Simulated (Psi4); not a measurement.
Single-point calculation of AlClF2 (charge +1)

System: AlClF2, charge +1, multiplicity 2.
Method: PBE/def2-SVPD, UKS (Psi4 1.11).

The geometry is that of the parent species in another charge or spin state. The geometry comes from this level: PBE0-D4/def2-TZVP.

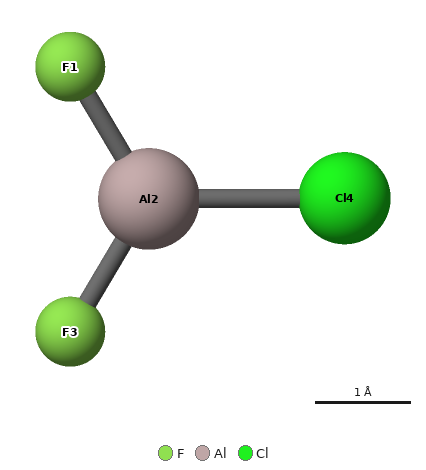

*The structure as given in the input (ball-and-stick view, seen on its broad side; atoms are numbered from 1 in the order of the input). Sticks mark near contacts.*

## Key numbers

- outcome: converged
- total energy: −901.210061 hartree
- basis functions: 97
- ⟨S²⟩: 0.752
- hardware: 1 thread of Intel Xeon @ 2.70GHz, 189 GiB of memory available, shared host
- wall time: 30 s
- peak memory: 0.64 GiB

## Input file (job.py)
```python
import psi4

psi4.set_memory(1600000000)
psi4.set_num_threads(1)
psi4.set_output_file('output.dat', False)

molecule = psi4.geometry("""
1 2
F      0.997200     0.721760     1.149640
Al     0.069280    -0.050750     0.053570
F      0.273490    -1.653820    -0.164660
Cl    -1.339980     0.982810    -1.038560
units angstrom
symmetry c1
""")

psi4.set_options({
    'basis': 'def2-SVPD',
    'reference': 'uks',
    'puream': True,
    'scf_type': 'pk',
    'dft_radial_points': 99,
    'dft_spherical_points': 590,
    'maxiter': 100,
})

E, wfn = psi4.energy('pbe', return_wfn=True)
print('E =', round(E, 9))
for k, v in sorted(psi4.core.scalar_variables().items()):
    print(f'{k:45s} {v:18.10f}')
```

Launch command:
```bash
python job.py
```

## What the program printed
```
Psi4 1.11 release

   => Loading Basis Set <=

    Name: DEF2-SVPD
    Role: ORBITAL
    Keyword: BASIS

         ---------------------------------------------------------
                                   SCF
                              UKS Reference
                        1 Threads,   1525 MiB Core
         ---------------------------------------------------------

  ==> Geometry <==

    Molecular point group: c1
    Full point group: C1

    Geometry (in Angstrom), charge = 1, multiplicity = 2:

       Center              X                  Y                   Z               Mass
    ------------   -----------------  -----------------  -----------------  -----------------
         F            1.205782149638     0.568771484575     1.311313402289    18.998403162730
         AL           0.277862149638    -0.203738515425     0.215243402289    26.981538530000
         F            0.482072149638    -1.806808515425    -0.002986597711    18.998403162730
         CL          -1.131397850362     0.829821484575    -0.876886597711    34.968852682000

  Running in c1 symmetry.

  Rotational constants: A =      0.22479  B =      0.10665  C =      0.07233 [cm^-1]
  Rotational constants: A =   6739.13738  B =   3197.27970  C =   2168.47854 [MHz]
  Nuclear repulsion =  198.347935170660406

  Charge       = 1
  Multiplicity = 2
  Electrons    = 47
  Nalpha       = 24
  Nbeta        = 23

  ==> Algorithm <==

  SCF Algorithm Type is PK.
  DIIS enabled.
  MOM disabled.
  Fractional occupation disabled.
  Guess Type is SAD.
  Energy threshold   = 1.00e-06
  Density threshold  = 1.00e-06
  Integral threshold = 1.00e-12

  ==> Primary Basis <==

  Basis Set: DEF2-SVPD
    Blend: DEF2-SVPD
    Number of shells: 39
    Number of basis functions: 97
    Number of Cartesian functions: 105
    Spherical Harmonics?: true
    Max angular momentum: 2

  ==> DFT Potential <==

   => LibXC <=

    Version 7.1.2

   => Composite Functional: PBE <=

    PBE GGA Exchange-Correlation Functional

    Deriv               =              1
    GGA                 =           TRUE
    Meta                =          FALSE

    Exchange Hybrid     =          FALSE
    MP2 Hybrid          =          FALSE

   => Exchange Functionals <=

    1.0000     XC_GGA_X_PBE

   => Correlation Functionals <=

    1.0000     XC_GGA_C_PBE

   => LibXC Density Thresholds  <==

    XC_GGA_C_PBE:  1.00E-12
    XC_GGA_X_PBE:  1.00E-15

   => Molecular Quadrature <=

    Radial Scheme          =       TREUTLER
    Pruning Scheme         =           NONE
    Nuclear Scheme         =       TREUTLER

    Blocking Scheme        =         OCTREE
    BS radius alpha        =              1
    Pruning alpha          =              1
    Radial Points          =             99
    Spherical Points       =            590
    Total Points           =         225995
    Total Blocks           =           1728
    Max Points             =            256
    Max Functions          =             94
    Weights Tolerance      =       1.00E-15

  ==> Integral Setup <==

  Using in-core PK algorithm.
   Calculation information:
      Number of atoms:                   4
      Number of AO shells:              39
      Number of primitives:             71
      Number of atomic orbitals:       105
      Number of basis functions:        97

      Integral cutoff                 1.00e-12
      Number of threads:                 1

  Performing in-core PK
  Using 22595762 doubles for integral storage.
  We computed 275038 shell quartets total.
  Whereas there are 304590 unique shell quartets.

  ==> DiskJK: Disk-Based J/K Matrices <==

    J tasked:                  Yes
    K tasked:                   No
    wK tasked:                  No
    Memory [MiB]:              675
    Schwarz Cutoff:          1E-12

  Cached 50.0% of DFT collocation blocks in 0.253 [GiB].

  Minimum eigenvalue in the overlap matrix is 1.2587556020E-03.
  Reciprocal condition number of the overlap matrix is 2.0529140453E-04.
    Using symmetric orthogonalization.

  ==> Pre-Iterations <==

  SCF Guess: Superposition of Atomic Densities via on-the-fly atomic UHF (no occupation information).

   -------------------------
    Irrep   Nso     Nmo
   -------------------------
     A         97      97
   -------------------------
    Total      97      97
   -------------------------

  ==> Iterations <==

                        Total Energy        Delta E     RMS |[F,P]|

   @UKS iter SAD:  -901.20406899812542   -9.01204e+02   0.00000e+00
   @UKS iter   1:  -900.99563840360167    2.08431e-01   7.41225e-03 DIIS/ADIIS
   @UKS iter   2:  -898.40092857123432    2.59471e+00   2.68751e-02 DIIS/ADIIS
   @UKS iter   3:  -901.02073779087061   -2.61981e+00   5.86934e-03 DIIS/ADIIS
   @UKS iter   4:  -901.12796248680081   -1.07225e-01   3.28681e-03 DIIS/ADIIS
   @UKS iter   5:  -901.20294656415240   -7.49841e-02   9.90733e-04 DIIS/ADIIS
   @UKS iter   6:  -901.20176369927310    1.18286e-03   1.13329e-03 DIIS/ADIIS
   @UKS iter   7:  -901.20912336386561   -7.35966e-03   3.67663e-04 DIIS/ADIIS
   @UKS iter   8:  -901.20989795793753   -7.74594e-04   1.55021e-04 DIIS/ADIIS
   @UKS iter   9:  -901.21004619587347   -1.48238e-04   5.60531e-05 DIIS
   @UKS iter  10:  -901.21006085829458   -1.46624e-05   1.03158e-05 DIIS
   @UKS iter  11:  -901.21006123271297   -3.74418e-07   5.68064e-06 DIIS
   @UKS iter  12:  -901.21006144668547   -2.13972e-07   1.08388e-06 DIIS
   @UKS iter  13:  -901.21006145286083   -6.17536e-09   4.19795e-07 DIIS
  Energy and wave function converged.

  ==> Post-Iterations <==

   Electrons on quadrature grid:
      Nalpha   =   24.0000041594 ; deviation = 4.159e-06
      Nbeta    =   23.0000038616 ; deviation = 3.862e-06
      Ntotal   =   47.0000080210 ; deviation = 8.021e-06

   @Spin Contamination Metric:   1.972035368E-03
   @S^2 Expected:                7.500000000E-01
   @S^2 Observed:                7.519720354E-01
   @S   Expected:                5.000000000E-01
   @S   Observed:                5.000000000E-01

    Orbital Energies [Eh]
    ---------------------

    Alpha Occupied:

       1A   -100.997654     2A    -55.730161     3A    -24.526432
       4A    -24.526427     5A     -9.529235     6A     -7.362024
       7A     -7.352599     8A     -7.346782     9A     -4.278095
      10A     -2.886850    11A     -2.882890    12A     -2.881850
      13A     -1.313906    14A     -1.305377    15A     -1.083797
      16A     -0.703978    17A     -0.663347    18A     -0.661161
      19A     -0.639864    20A     -0.634510    21A     -0.630098
      22A     -0.618160    23A     -0.614513    24A     -0.607765

    Alpha Virtual:

      25A     -0.313967    26A     -0.274566    27A     -0.196825
      28A     -0.157796    29A     -0.147357    30A     -0.112984
      31A     -0.105666    32A     -0.102747    33A     -0.098122
      34A     -0.090646    35A     -0.077015    36A     -0.051086
      37A     -0.045670    38A     -0.019491    39A     -0.002071
      40A     -0.001777    41A      0.025983    42A      0.039926
      43A      0.044643    44A      0.075160    45A      0.080102
      46A      0.092414    47A      0.106141    48A      0.118078
      49A      0.126817    50A      0.130645    51A      0.175438
      52A      0.189931    53A      0.199262    54A      0.209180
      55A      0.254663    56A      0.259110    57A      0.261044
      58A      0.323380    59A      0.392803    60A      0.410735
      61A      0.419491    62A      0.421522    63A      0.483410
      64A      0.520277    65A      0.528939    66A      0.574243
      67A      0.599601    68A      0.605901    69A      0.618388
      70A      0.618829    71A      0.627369    72A      0.674266
      73A      0.699515    74A      0.719594    75A      0.735556
      76A      0.763487    77A      0.827990    78A      0.875737
      79A      1.091211    80A      1.129060    81A      1.155443
      82A      1.181830    83A      1.353756    84A      1.549635
      85A      1.559498    86A      1.827014    87A      1.906227
      88A      2.948640    89A      2.951406    90A      2.954586
      91A      2.971905    92A      2.976410    93A      2.982236
      94A      2.991634    95A      3.038927    96A      3.092431
      97A      3.257551

    Beta Occupied:

       1A   -100.993862     2A    -55.730288     3A    -24.521442
       4A    -24.521436     5A     -9.525628     6A     -7.351656
       7A     -7.350221     8A     -7.344428     9A     -4.278313
      10A     -2.887061    11A     -2.883179    12A     -2.882106
      13A     -1.302974    14A     -1.294166    15A     -1.059365
      16A     -0.697591    17A     -0.654617    18A     -0.650588
      19A     -0.624946    20A     -0.614609    21A     -0.609404
      22A     -0.608113    23A     -0.598026

    Beta Virtual:

      24A     -0.584467    25A     -0.311421    26A     -0.274518
      27A     -0.189102    28A     -0.152001    29A     -0.143989
      30A     -0.107060    31A     -0.102172    32A     -0.097068
      33A     -0.095302    34A     -0.086467    35A     -0.076293
      36A     -0.046957    37A     -0.043422    38A     -0.018265
      39A      0.004664    40A      0.006459    41A      0.026835
      42A      0.041197    43A      0.046647    44A      0.075419
      45A      0.087172    46A      0.094349    47A      0.110631
      48A      0.119592    49A      0.126042    50A      0.134483
      51A      0.177354    52A      0.194390    53A      0.199398
      54A      0.210184    55A      0.254948    56A      0.261942
      57A      0.262797    58A      0.325673    59A      0.396772
      60A      0.412993    61A      0.421846    62A      0.423394
      63A      0.489871    64A      0.526113    65A      0.540729
      66A      0.586423    67A      0.602655    68A      0.622960
      69A      0.629533    70A      0.634429    71A      0.639376
      72A      0.677633    73A      0.699419    74A      0.723748
      75A      0.741655    76A      0.789958    77A      0.847595
      78A      0.883455    79A      1.102338    80A      1.144301
      81A      1.158521    82A      1.184825    83A      1.367266
      84A      1.554995    85A      1.564311    86A      1.832448
      87A      1.910216    88A      2.958461    89A      2.959422
      90A      2.966379    91A      2.983565    92A      2.986974
      93A      2.991196    94A      3.007638    95A      3.052988
      96A      3.099489    97A      3.263363

    Final Occupation by Irrep:
              A
    DOCC [    23 ]
    SOCC [     1 ]
    NA   [    24 ]
    NB   [    23 ]

  @UKS Final Energy:  -901.21006145286083

   => Energetics <=

    Nuclear Repulsion Energy =            198.3479351706604064
    One-Electron Energy =               -1632.7992094632554654
    Two-Electron Energy =                 600.2603915088525355
    DFT Exchange-Correlation Energy =     -67.0191786691182045
    Empirical Dispersion Energy =           0.0000000000000000
    VV10 Nonlocal Energy =                  0.0000000000000000
    Total Energy =                       -901.2100614528608276

  UHF NO Occupations:
  HONO-2 :   22  A 1.9996792
  HONO-1 :   23  A 1.9996458
  HONO-0 :   24  A 1.0000000
  LUNO+0 :   25  A 0.0003542
  LUNO+1 :   26  A 0.0003208
  LUNO+2 :   27  A 0.0001609
  LUNO+3 :   28  A 0.0000558

Computation Completed

Properties will be evaluated at   0.000000,   0.000000,   0.000000 [a0]

Properties computed using the SCF density matrix

 Multipole Moments:

 ------------------------------------------------------------------------------------
     Multipole            Electronic (a.u.)      Nuclear  (a.u.)        Total (a.u.)
 ------------------------------------------------------------------------------------

 L = 1.  Multiply by 2.5417464519 to convert [e a0] to [Debye]
 Dipole X            :          0.0883253           -0.8142203           -0.7258949
 Dipole Y            :         -0.0645807            0.5972125            0.5326318
 Dipole Z            :          0.0680816           -0.6311056           -0.5630240
 Magnitude           :                                                    1.0618927

 ------------------------------------------------------------------------------------

	total time  =         27 seconds =       0.45 minutes
```

## Standard output
```
E = -901.210061453
CURRENT ENERGY                                   -901.2100614529
CURRENT REFERENCE ENERGY                         -901.2100614529
DD SOLVATION ENERGY                                 0.0000000000
DFT FUNCTIONAL TOTAL ENERGY                      -901.2100614529
DFT TOTAL ENERGY                                 -901.2100614529
DFT VV10 ENERGY                                     0.0000000000
DFT XC ENERGY                                     -67.0191786691
GRID ELECTRONS ALPHA                               24.0000041594
GRID ELECTRONS BETA                                23.0000038616
GRID ELECTRONS TOTAL                               47.0000080210
NUCLEAR REPULSION ENERGY                          198.3479351707
ONE-ELECTRON ENERGY                             -1632.7992094633
PCM POLARIZATION ENERGY                             0.0000000000
PE ENERGY                                           0.0000000000
SCF ITERATION ENERGY                             -901.2100614529
SCF ITERATIONS                                     13.0000000000
SCF TOTAL ENERGY                                 -901.2100614529
TWO-ELECTRON ENERGY                               600.2603915089
XC GRID RADIAL POINTS                              99.0000000000
XC GRID SPHERICAL POINTS                          590.0000000000
XC GRID TOTAL POINTS                           225995.0000000000
```
